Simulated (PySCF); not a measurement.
**Al(NH2Me)H3 (CH8AlN): what the electrons do**

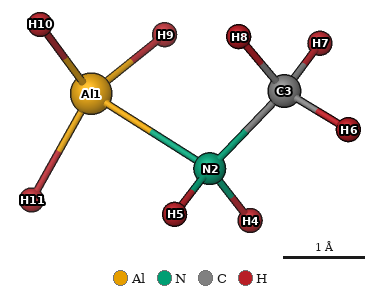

The molecule, with its atoms numbered as below. No frequency check shows the geometry to be a minimum.

Cartesian coordinates (Å):

```
Al1     -1.2787    0.1522    0.0002
N2       0.6029   -0.6478   -0.0012
C3       1.6315    0.3911   -0.0000
H4       0.7106   -1.2492   -0.8124
H5       0.7056   -1.2458    0.8220
H6       2.6450   -0.0176    0.0011
H7       1.4943    1.0154   -0.8770
H8       1.4890    1.0191    0.8820
H9      -1.1907    0.9534   -1.3525
H10     -1.1989    0.9590    1.3414
H11     -2.0406   -1.2245    0.0012
```

## 1. Bonding charge

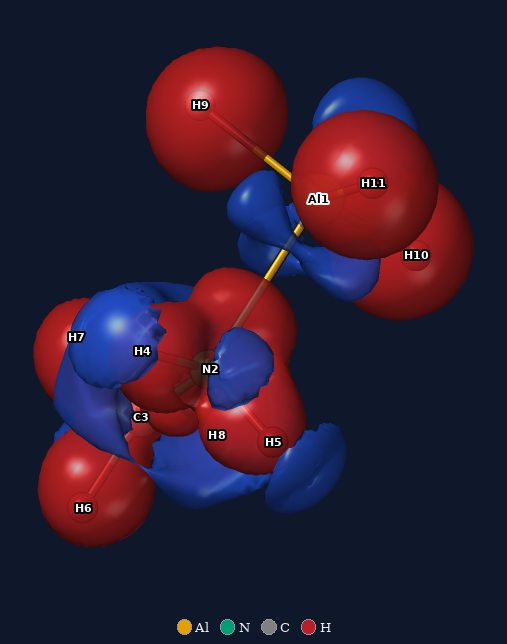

Deformation density (molecule less spherical, spin-averaged free atoms at the same positions), surfaces at ±0.06 e/Å³; red: gain, blue: loss.

Computed with PySCF, PBE0/6-31G*, geometry: GFN2-xTB.

Question: How much density has each bond gained at its critical point, relative to the free atoms?

Answer: N2–H4 and N2–H5: +0.75 e/Å³ at the bond critical point (bond length 1.02 Å, Mayer order 0.8). C3–H7: +0.68 e/Å³ at the bond critical point (bond length 1.08 Å, Mayer order 0.9). C3–H8: +0.67 e/Å³ at the bond critical point (bond length 1.09 Å, Mayer order 0.9). C3–H6: +0.66 e/Å³ at the bond critical point (bond length 1.09 Å, Mayer order 0.9). N2–C3: +0.21 e/Å³ at the bond critical point (bond length 1.46 Å, Mayer order 0.9). Al1–H10 and Al1–H9: +0.12 e/Å³ at the bond critical point (bond length 1.57 Å, Mayer order 0.9). Al1–H11: +0.12 e/Å³ at the bond critical point (bond length 1.57 Å, Mayer order 0.9). Al1–N2: −0.02 e/Å³ at the bond critical point (bond length 2.04 Å, Mayer order 0.4). In all, 2.2 electrons gather in the regions of gain relative to the promolecule. A small or negative value marks a very polar bond, one between electron-rich atoms, whose free-atom densities already overlap strongly, a long bond to a heavier atom, or a closed-shell contact such as a hydrogen bond.

Question: Where do the Hirshfeld charges lie?

Answer: The highest Hirshfeld charge is on Al1 (+0.24 e), the lowest on H11 (−0.20 e).

## 2. Electrostatic potential

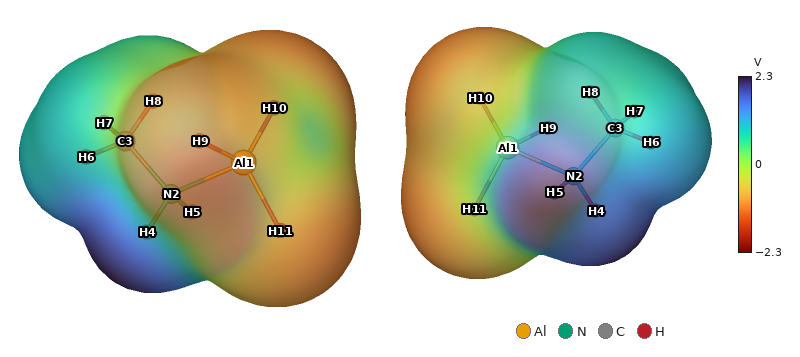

Electrostatic potential on the surface of electron density 0.001 a.u. (back view left, front view right).

Question: Where are the extremes of the potential on the surface?

Answer: Highest: 2.27 V, 1.2 Å from H4, and at like points elsewhere. Further maxima include 0.42 V, 2.0 Å from Al1. Lowest: −1.18 V, 1.6 Å from H11. The surface is sampled at points, so like sites can differ by a few per cent and only the strongest of them is named.

Question: What volume does the surface enclose, and what is the dipole moment?

Answer: About 112 Å³; the dipole moment is 5.4 D.

## 3. Localised orbitals

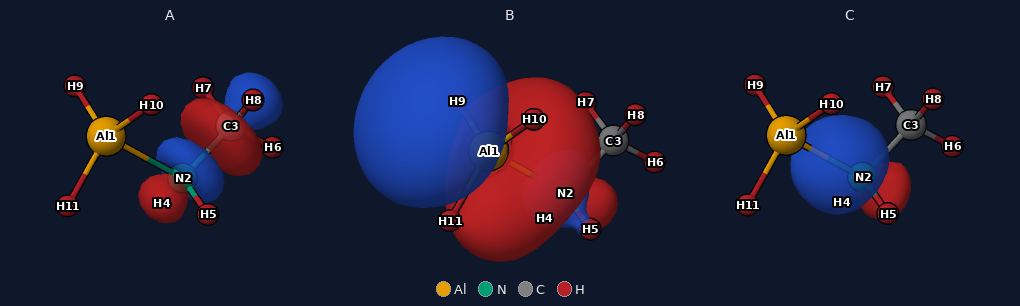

Intrinsic bond orbitals (IBO), occupied and valence-virtual; each surface holds about 80 % of the orbital's density. Energies are diagonal elements of the Fock matrix.

Level of theory: B3LYP/aug-cc-pVDZ (PySCF), at a geometry from GFN2-xTB.

Question: Name the orbitals, with their atomic make-up and energies.

Answer: By panel:
- A: σ* orbital C3–N2 (C3 59 %, N2 41 %; 7.1 eV)
- B: empty orbital on Al1 (Al1 88 %, N2 11 %; 2.2 eV)
- C: pair mostly on N2, shared in part with Al1 (N2 86 %, Al1 12 %; −12.1 eV)

Question: Which has the smallest and which the largest spatial spread?

Answer: Smallest: C (0.93 Å); largest: B (1.93 Å).
